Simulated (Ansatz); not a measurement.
# BF2H: the cost of one run

The runs use Ansatz 0.2.0, Gaussian basis; PBE0-D4/def2-TZVP structures, single points in def2-TZVPP, no counterpoise correction.

Levels: SPW92, PBE-D4, BLYP-D4, r2SCAN-D4, B97M-V, PBE0-D4, B3LYP-D4, r2SCAN0-D4, BHLYP-D4, CAM-B3LYP-D4, wB97X-V, wB97M-V, B2PLYP, PBE-QIDH, RPA on PBE, Hartree-Fock, MP2, CCSD, CCSD(T).

Cores are frozen in the correlated methods. B3LYP uses VWN-RPA correlation. B2PLYP carries no dispersion term here.

94 further runs of the same task are left out: 94 set aside as unsound or not needed.

## (1) The system as given

The complex: 8 atoms, charge 0, spin multiplicity 1.

Atoms are counted from 1 here; the program's logs count them from 0.

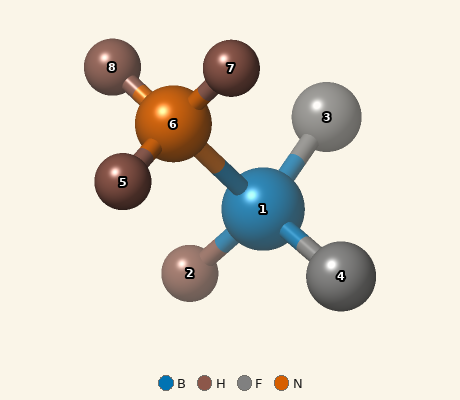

Start geometry, drawn with boron blue, hydrogen brown, fluorine grey, nitrogen orange; atoms are numbered from 1 in the order of the file.

As a file:

```
B    -0.1681   -0.3398   -0.7599
H     0.6800    0.0420   -1.5406
F    -0.1349   -1.6896   -0.4796
F    -1.4399    0.1334   -1.0059
H     0.1947    1.3708    0.6474
N     0.2128    0.3583    0.7132
H    -0.4765    0.0628    1.4002
H     1.1320    0.0623    1.0252
```

Its parts: BHF₂ holds atoms 1, 2, 3, 4; NH₃ holds atoms 5, 6, 7, 8. Each part counts its atoms afresh in its own runs.

## (2) Relaxing BHF₂ alone

File relax-a/in.yaml:

```yaml
crystal:
  periodic: [false, false, false]
  atoms:
    - {symbol: B, position_ang: [-0.168125, -0.339775, -0.759935]}
    - {symbol: H, position_ang: [0.680046, 0.041965, -1.540644]}
    - {symbol: F, position_ang: [-0.134947, -1.689599, -0.479594]}
    - {symbol: F, position_ang: [-1.439889, 0.133387, -1.005898]}
basis:
  gaussian: {orbitals: def2-TZVP}
hamiltonian: {xc: pbe0, dispersion: d4}
relax: {f_tol: 0.005, max_steps: 200}
```

Command:

```bash
ansatz run in.yaml --threads 2 --pin off --events-out ev --progress --plain --max-ram 4352MiB
```

**Question.** How long does this run take on 2 threads of Arm Neoverse V2, shared host?

About 5 s.
